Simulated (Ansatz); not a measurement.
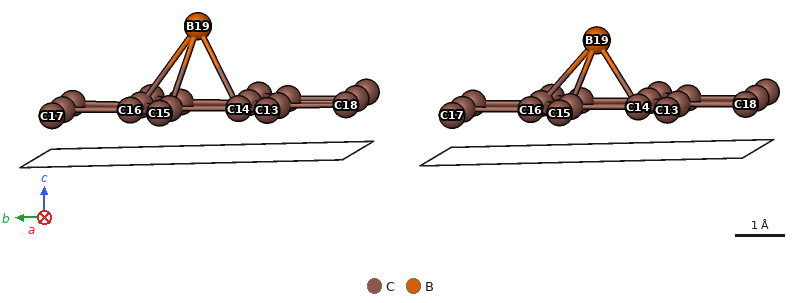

Two geometries of a slab of composition BC$_{18}$, drawn at one scale. One is the start of a relaxation, the other its converged end. Style: ball-and-stick. Shown: the cell of the calculation, outlined in the plane, without the vacuum (origin shifted), from a free direction.

All numbers below come from Ansatz, DFT PBE, scalar-relativistic, plane waves, PAW. Settings: plane-wave cutoff 420 eV; k-point mesh 2 × 2 × 1; occupations fermi dirac; smearing width 0.02 eV; collinear spin; atoms relaxed in a fixed cell; force threshold 0.08 eV/Å; at most 25 steps.

> Which one is relaxed?

The left one is the relaxed one. It is B on graphene monolayer, set down by a guess. The run prepares the start of a later molecular dynamics calculation, from a guessed geometry. Over 5 geometry steps the energy falls by 0.574 eV per cell of the calculation. The largest force component goes from 3.6 to 0.014 eV/Å. The largest move relative to the layer's centre is that of the B atom, 0.30 Å at 10° to the normal (+c side). Largest moves by element: B 0.30 Å, C 0.04 Å. The cell stays as it was. Some distances before and after: B–C 1.646 → 1.956 Å, B–C 1.830 → 2.098 Å, C–C 1.424 → 1.437 Å. Among the angles between lasting bonds that change: C–C–B 125.5° → 120.3°. The program noted that the starting moments weren't kept.

Limits of the set-up: the k-point mesh is coarse for a cell with partly filled bands; the periodic images lie only 7.4 Å apart, so the values are limited by the cell's size.
